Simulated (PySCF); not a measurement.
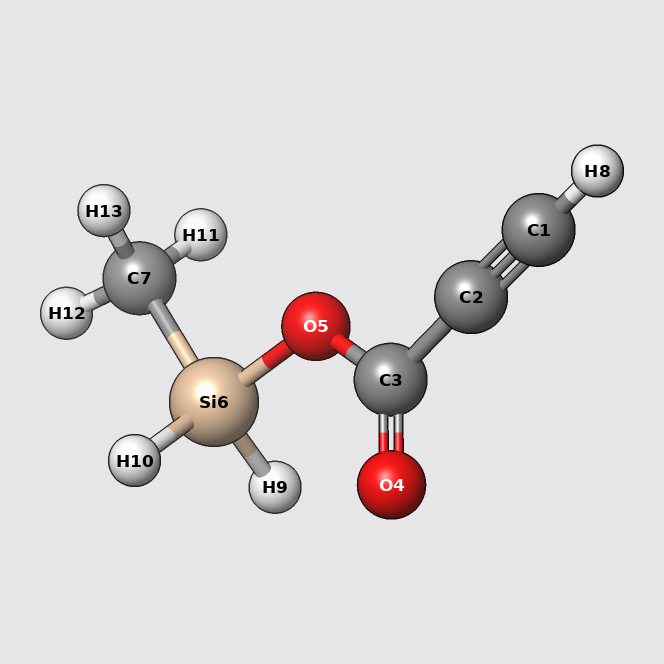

The computed structure is the end point of a GFN2-xTB optimisation. No frequency run is at hand to confirm it as a minimum. Electric field gradients from the ground-state density, PBE0/pcSseg-1 (PySCF 2.14.0), non-relativistic apart from any core potentials.

Give the largest field-gradient component, the quadrupole coupling constant and the asymmetry for 17O at O4 (Q = −25.6 mb), 17O at O5 (Q = −25.6 mb), 2H at H8 (Q = 2.86 mb), 2H at H9 (Q = 2.86 mb), 2H at H10 (Q = 2.86 mb), 2H at H11 (Q = 2.86 mb).

```tsv
atom	V_zz (a.u.)	e²qQ/h (MHz)	η
O4	−1.621	9.75	0.20
O5	1.371	−8.25	0.11
H8	0.389	0.261	0.02
H9	0.161	0.108	0.05
H10	0.161	0.108	0.05
H11	0.324	0.217	0.01
```

The geometry is semi-empirical. Around Si such bond lengths and angles can be off by a tenth of an ångström or more and by several degrees, and values that hang on the shape move with them.
